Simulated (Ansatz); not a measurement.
# Σ11 (113) boundary in fcc Al: structure and resistance, part 3 of 3

Aim: the relaxed structure and the specific resistance of the Σ11 (113) boundary in fcc Al.

Ansatz 0.2.0; Ansatz plane-wave DFT, PBE, PAW files; relaxation of a bicrystal slab with its lowest layers held; PAW set soft_1 (the session's first sound run).

So far. Step 3 (Transmission across the boundary): Over the solved energies the transmission per spin lies between 1.79 and 1.95, out of 2.63 channels of the lead on average (up to 2.69). Step 4 (Specific resistance): Averaged over the energies near the Fermi level, 71.4 % of the channels pass, which makes 0.267 fΩ m².

## (5) Single-crystal slab for reference

This step: Ansatz plane-wave DFT, PBE, PAW files; relaxation of a single-crystal slab with its lowest layers held; PAW set soft_1 (Ansatz 0.2.0).

System of this step: Al slab, plane (1, 1, 3). The cell holds 16 atoms: 16 Al. Its edges and angles: a = 2.862 Å, b = 4.958 Å, c = 29.308 Å, α = 90.0°, β = 90.0°, γ = 73.2°. It derives from Al. Vacuum lies along c.

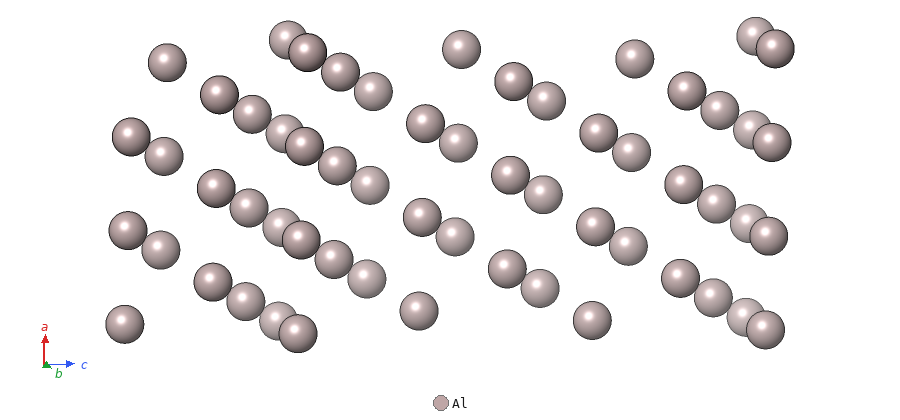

The cell of this step (aluminium light grey). 3×1×1 cells are drawn. Some periodic images of atoms are drawn too.

Input file input.yaml:

```yaml
crystal:
  lattice:
    - [2.862347037, 0.0, 0.0]
    - [1.4311735185, 4.7466655708, 0.0]
    - [0.0, 0.0, 29.3076331625]
  atoms:
    - { symbol: Al, position: [0.090909091, 0.818181818, 0.1706040188] }
    - { symbol: Al, position: [0.8181818183, 0.3636363635, 0.2122487627] }
    - { symbol: Al, position: [0.5454545455, 0.9090909089, 0.2538935066] }
    - { symbol: Al, position: [0.2727272728, 0.4545454544, 0.2955382505] }
    - { symbol: Al, position: [1.0e-10, 0.9999999999, 0.3371829945] }
    - { symbol: Al, position: [0.7272727273, 0.5454545453, 0.3788277384] }
    - { symbol: Al, position: [0.4545454546, 0.0909090908, 0.4204724823] }
    - { symbol: Al, position: [0.1818181819, 0.6363636363, 0.4621172262] }
    - { symbol: Al, position: [0.9090909091, 0.1818181817, 0.5037619701] }
    - { symbol: Al, position: [0.6363636364, 0.7272727272, 0.545406714] }
    - { symbol: Al, position: [0.3636363637, 0.2727272727, 0.5870514579] }
    - { symbol: Al, position: [0.0909090909, 0.8181818181, 0.6286962018] }
    - { symbol: Al, position: [0.8181818182, 0.3636363636, 0.6703409457] }
    - { symbol: Al, position: [0.5454545455, 0.9090909091, 0.7119856896] }
    - { symbol: Al, position: [0.2727272727, 0.4545454545, 0.7536304335] }
    - { symbol: Al, position: [0.0, 0.0, 0.7952751774] }
kpoints:
  mp_grid: { grid: [9, 9, 1] }
hamiltonian:
  xc: pbe
  pseudopotentials: { kind: paw, azcp: { folder: soft_1 } }
scf:
  occupations: { method: fermi_dirac, width: 0.1 }
relax:
  f_tol: 0.03
  max_steps: 80
  constraints: [{ sites: [0, 1, 2] }]
```

The run is started by

```sh
$ ansatz run input.yaml --threads 4 --pin off --max-ram 15360MiB --backend cpu --events-out ev --progress --plain --runs-dir out
```

Numbers of over 12 decimals in the logs are rounded to 6 here.

What it wrote:

```text
Warning: crystal.symmetry: narrowed to the stabiliser of the relax constraints — unitary ops 4 → 2; lowered at sites 0, 1, 2, 13, 14, 15 (the operations that carried what is held of a site onto what its image site leaves free; the constrained walk keeps no symmetry that its constraints do not admit)
[...]
Crystal: 16 atoms, lattice volume = 398.191 Å³
Basis set: ecut = 420 eV, 7835 PW (Γ), exchange–correlation on 40×72×400 points (8 copies of the dense FFT grid, shifted against one another)
Bands: 40, of which v1, the nominal top of the filled ones, is band 24 counted from 1 (23 counted from 0)
Symmetry: 2 space group operations
k-points: 25 of 81 (time reversal used)
[...]
SCF iter   1: F=—  HF=-8600.105823 eV  |F-HF|=—  |Δ(HF+E_count)|=         —  Δρ=2.12e-2  dr2=2.77e1  ethr=3.10e-3  ⟨swp⟩=9.9  Hψ=6165  notcnv=0  defer=12
[...]
SCF iter   6: F=-8598.413444 eV  HF=-8598.413445 eV  |F-HF|=1.24e-6  |Δ(HF+E_count)|=   9.25e-6  Δρ=1.56e-5  dr2=2.88e-6  ethr=4.69e-8  ⟨swp⟩=5.0  Hψ=3469  notcnv=0
SCF 1 converged in 6 iterations: F = -8598.413444 eV  dr2 = 2.88e-6
[...]
relax step   1: F+E_penalty+E_count = -8598.41344411 eV  Δ(F+E_penalty+E_count) = +0.000e0 eV  max|allowed force component| = 2.582e-1 eV/Å  Δτ_max = 0.0000 Å  (6 SCF iters, dr2 threshold 2.25e-5 eV, accepted)
[...]
SCF iter   4: F=-8598.439348 eV  HF=-8598.439350 eV  |F-HF|=1.60e-6  |Δ(HF+E_count)|=   1.46e-5  Δρ=2.12e-5  dr2=4.07e-6  ethr=8.68e-9  ⟨swp⟩=4.2  Hψ=4385  notcnv=0
SCF 2 converged in 4 iterations: F = -8598.439348 eV  dr2 = 4.07e-6
relax step   2: F+E_penalty+E_count = -8598.43934819 eV  Δ(F+E_penalty+E_count) = -2.590e-2 eV  max|allowed force component| = 5.118e-2 eV/Å  Δτ_max = 0.0996 Å  (4 SCF iters, dr2 threshold 4.17e-6 eV, accepted)
SCF iter   1: F=—  HF=-8598.445005 eV  |F-HF|=—  |Δ(HF+E_count)|=         —  Δρ=1.16e-3  dr2=3.84e-2  ethr=9.33e-4  ⟨swp⟩=3.8  Hψ=2696  notcnv=0  defer=48
[...]
SCF iter   6: F=-8598.442965 eV  HF=-8598.442965 eV  |F-HF|=1.13e-8  |Δ(HF+E_count)|=   2.62e-8  Δρ=1.57e-6  dr2=2.71e-8  ethr=2.08e-10  ⟨swp⟩=5.0  Hψ=3211  notcnv=0
SCF 3 converged in 6 iterations: F = -8598.442965 eV  dr2 = 2.71e-8
relax step   3: F+E_penalty+E_count = -8598.44296501 eV  Δ(F+E_penalty+E_count) = -3.617e-3 eV  max|allowed force component| = 1.480e-2 eV/Å  Δτ_max = 0.0711 Å  (6 SCF iters, accepted)
SCF converged after 6 iterations
Free energy (F): -8598.442965 eV
[...]
Internal energy: -8598.210758 eV  (E = F + TS)
E sigma→0 (E₀):  -8598.326861 eV
Entropy (-TS):   -0.232207 eV (-14.513 meV/atom)
Fermi energy:    3.876577 eV
[...]
--- Forces (eV/Å), atoms counted from 1 ---
  atom   1  Al     0.00000000    -0.00074632     0.13713448
  atom   2  Al    -0.00000000     0.04303572    -0.26133633
  atom   3  Al     0.00000000    -0.05754585     0.13093236
  atom   4  Al     0.00000000    -0.00146953     0.00218412
  atom   5  Al    -0.00000000     0.00435226     0.00090482
  atom   6  Al     0.00000000     0.00151664    -0.00488353
  atom   7  Al    -0.00000000    -0.00343492     0.00297728
  atom   8  Al    -0.00000000     0.00642843     0.00374743
  atom   9  Al     0.00000000    -0.00493917    -0.00227258
  atom  10  Al     0.00000000     0.00570193    -0.00716064
  atom  11  Al    -0.00000000    -0.00215042     0.00552659
  atom  12  Al     0.00000000     0.00008294     0.00262058
  atom  13  Al    -0.00000000     0.00394143    -0.01244255
  atom  14  Al    -0.00000000    -0.00244710    -0.00799190
  atom  15  Al    -0.00000000     0.00355023    -0.00472253
  atom  16  Al     0.00000000     0.00411544     0.01480335
  max |Σ_I F_I| component: 2.10e-5 eV/Å
--- Relaxed structure (3 steps of the walk, 3 accepted, 0 SCFs on fresh bases) ---
  F+E_penalty+E_count = -8598.44296501 eV   max|allowed force component| = 1.480e-2 eV/Å
  atoms:
    - { symbol: Al, position: [0.090909, 0.818182, 0.170604] }
    - { symbol: Al, position: [0.81818181825, 0.363636, 0.212248762725] }
    - { symbol: Al, position: [0.54545454555, 0.909091, 0.253894] }
    - { symbol: Al, position: [0.275108, 0.449784, 0.295560] }
    - { symbol: Al, position: [0.00260418, 0.994792, 0.337066] }
    - { symbol: Al, position: [0.729222, 0.541555, 0.377680] }
    - { symbol: Al, position: [0.454901, 0.090198, 0.419897] }
    - { symbol: Al, position: [0.180619, 0.638762, 0.460203] }
    - { symbol: Al, position: [0.905863, 0.188274, 0.502509] }
    - { symbol: Al, position: [0.631790, 0.736420, 0.542618] }
    - { symbol: Al, position: [0.356736, 0.286528, 0.585328] }
    - { symbol: Al, position: [0.083819, 0.832362, 0.624952] }
    - { symbol: Al, position: [0.809949, 0.380103, 0.668227] }
    - { symbol: Al, position: [0.539871, 0.920257, 0.706952] }
    - { symbol: Al, position: [0.269450, 0.461099, 0.754007] }
    - { symbol: Al, position: [-0.000811397, 0.00162279, 0.789463] }
```

It took 17 s on 4 threads of Arm Neoverse V2, shared host; peak memory 0.83 GiB; 65 s of CPU time.

The steps of the relaxation:

```csv
step,energy less that of the first step (eV),largest force component (eV/Å)
1,0.0000,0.2582
2,-0.0259,0.0512
3,-0.0295,0.0148
```

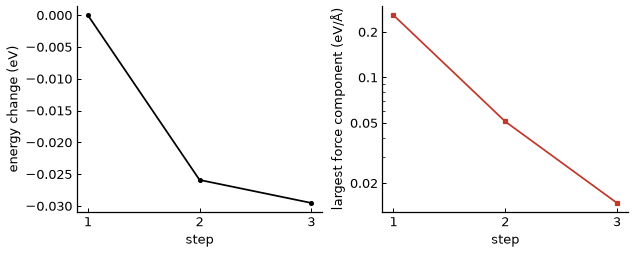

Energy and largest force along the relaxation.

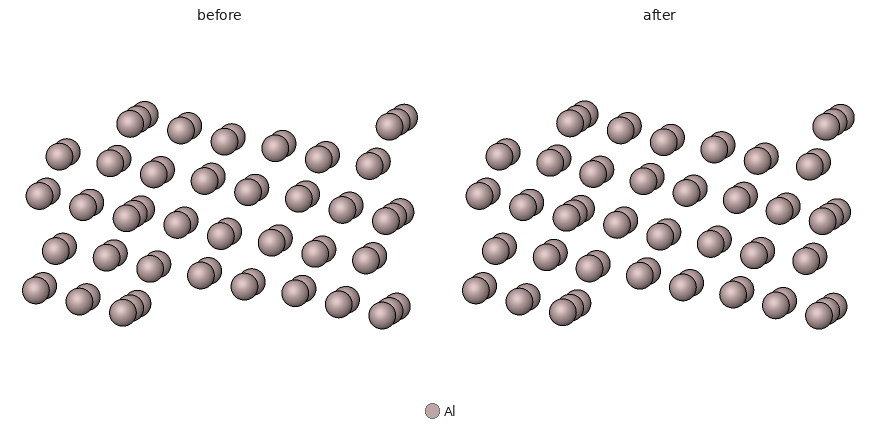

The structure before and after the relaxation, drawn at the same scale.

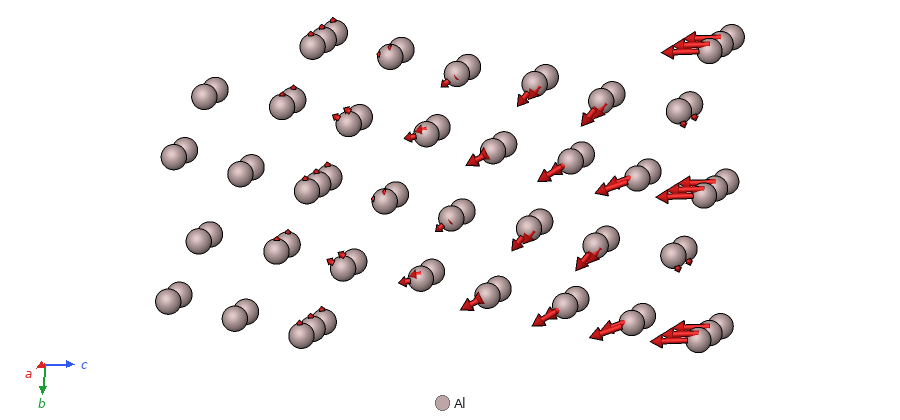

Displacements in the relaxation, exaggerated; the longest in the cell stands for 0.17 Å. 2×2×1 cells are drawn. Some periodic images of atoms are drawn too.

The atoms that moved most (Å):

| atom | dx | dy | dz | length |
| --- | --- | --- | --- | --- |
| Al16 | 0.000 | 0.008 | -0.170 | 0.171 |
| Al14 | 0.000 | 0.053 | -0.148 | 0.157 |
| Al12 | 0.000 | 0.067 | -0.110 | 0.129 |
| Al13 | 0.000 | 0.078 | -0.062 | 0.100 |
| Al10 | 0.000 | 0.043 | -0.082 | 0.093 |
| Al11 | 0.000 | 0.066 | -0.051 | 0.083 |
| Al8 | 0.000 | 0.011 | -0.056 | 0.057 |
| Al9 | 0.000 | 0.031 | -0.037 | 0.048 |

The relaxed structure:

```
Al
1.0
     2.86235    0.00000    0.00000
     1.43117    4.74667    0.00000
     0.00000    0.00000   29.30763
Al
16
Direct
  0.09091 0.81818 0.17060
  0.81818 0.36364 0.21225
  0.54545 0.90909 0.25389
  0.27511 0.44978 0.29556
  0.00260 0.99479 0.33707
  0.72922 0.54156 0.37768
  0.45490 0.09020 0.41990
  0.18062 0.63876 0.46020
  0.90586 0.18827 0.50251
  0.63179 0.73642 0.54262
  0.35674 0.28653 0.58533
  0.08382 0.83236 0.62495
  0.80995 0.38010 0.66823
  0.53987 0.92026 0.70695
  0.26945 0.46110 0.75401
  0.99919 0.00162 0.78946
```

Numbers from this step:

```
free energy             : -8598.4430 eV
energy at zero smearing : -8598.3269 eV
Fermi energy            : 3.877 eV
```

The largest force component on a free atom ends at 0.015 eV/Å, under the tolerance of 0.03, after 3 steps.

## (6) Bulk reference

This step: Ansatz plane-wave DFT, PBE, PAW files; bulk reference; PAW set soft_1 (Ansatz 0.2.0).

System of this step: Al. The structure is cubic, space group Fm-3m (No. 225). Conventional cell: a = 4.048 Å, b = 4.048 Å, c = 4.048 Å, α = 90.00°, β = 90.00°, γ = 90.00°. Al has 12 Al at 2.86 Å nearest.

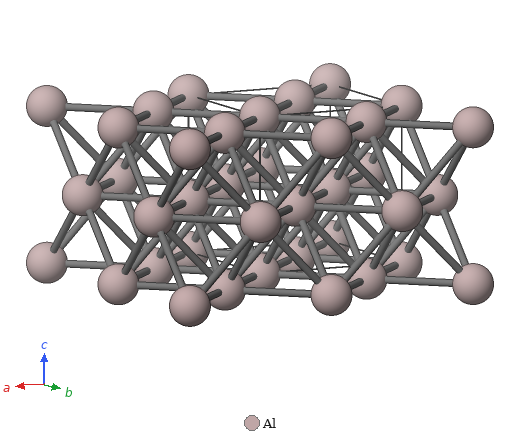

The cell of this step (aluminium light grey). 2×2×1 conventional cells are drawn. Some periodic images of atoms are drawn too.

input.yaml, the sections that differ from step 5:

```yaml
crystal:
  lattice:
    - [0.0, 2.023985, 2.023985]
    - [2.023985, 0.0, 2.023985]
    - [2.023985, 2.023985, 0.0]
  atoms:
    - { symbol: Al, position: [0.0, 0.0, 0.0] }
kpoints:
  mp_grid: { grid: [18, 18, 18] }
# hamiltonian, scf: as in step 5
# relax: removed
```

What it wrote:

```text
[...]
Crystal: 1 atoms, lattice volume = 16.583 Å³
Basis set: ecut = 420 eV, 331 PW (Γ)
Bands: 6, of which v1, the nominal top of the filled ones, is band 2 counted from 1 (1 counted from 0)
Symmetry: 48 space group operations
[...]
k-points: 195 of 5832
[...]
SCF iter   1: F=—  HF=-537.541617 eV  |F-HF|=—  |Δ(HF+E_count)|=         —  Δρ=2.25e-2  dr2=8.96e-2  ethr=3.10e-3  ⟨swp⟩=4.3  Hψ=9770  notcnv=0
[...]
SCF iter   5: F=-537.508360 eV  HF=-537.508360 eV  |F-HF|=7.58e-11  |Δ(HF+E_count)|=   4.82e-8  Δρ=1.70e-6  dr2=2.71e-10  ethr=2.71e-9  ⟨swp⟩=1.0  Hψ=2876  notcnv=0
SCF 1 converged in 5 iterations: F = -537.508360 eV  dr2 = 2.71e-10
[...]
SCF converged after 5 iterations
Free energy (F): -537.508360 eV
[...]
Internal energy: -537.493812 eV  (E = F + TS)
E sigma→0 (E₀):  -537.501086 eV
Entropy (-TS):   -0.014548 eV (-14.548 meV/atom)
Fermi energy:    7.869441 eV
[...]
```

Elapsed: 0.28 s, on 4 threads; peak memory 0.25 GiB.

Numbers from this step:

```
free energy             : -537.5084 eV
energy at zero smearing : -537.5011 eV
Fermi energy            : 7.869 eV
```

## (7) Boundary energy

This step: Ansatz plane-wave DFT, PBE, PAW files; bicrystal less single-crystal slab less bulk atoms, a boundary area; PAW set soft_1 (Ansatz 0.2.0).

Numbers from this step:

```yaml
excess_energy_of_the_cell: 0.1547 eV
boundary_energy: 0.1824 J/m²
```

The boundary costs 0.18 J/m².

By hand: 0.155 eV / 13.59 Å² × 16.02 = 0.182 J/m².

## (8) What came out

```yaml
specific_resistance_of_the_boundary: 0.267 fΩ m²
share_of_channels_that_pass: 0.714
boundary_energy: 0.182 J/m²
```

The boundary has a specific resistance of 0.27 fΩ m² and an energy of 0.18 J/m². The boundary reflects 29 % of the channels; 0.27 fΩ m² is 2.7×10⁻¹² Ω·cm². That equals the resistance of 9.8 nm of bulk Al at 300 K (measured 2.733 µΩ cm, CRC Handbook of Chemistry and Physics, 84th ed., 2003, Electrical Resistivity of Pure Metals). One starting structure was relaxed; another shift or atom count at the boundary may lie lower.

[Logs are printed without paths, hosts, clocks, repeated set-up lines and the standing remarks that a program may print on its own settings, such as how far it seeks lower states.]

[Hosts, paths, dates, database ids (printed as entryN), source tags and the programs' standing remarks are cut or masked in the printed files.]
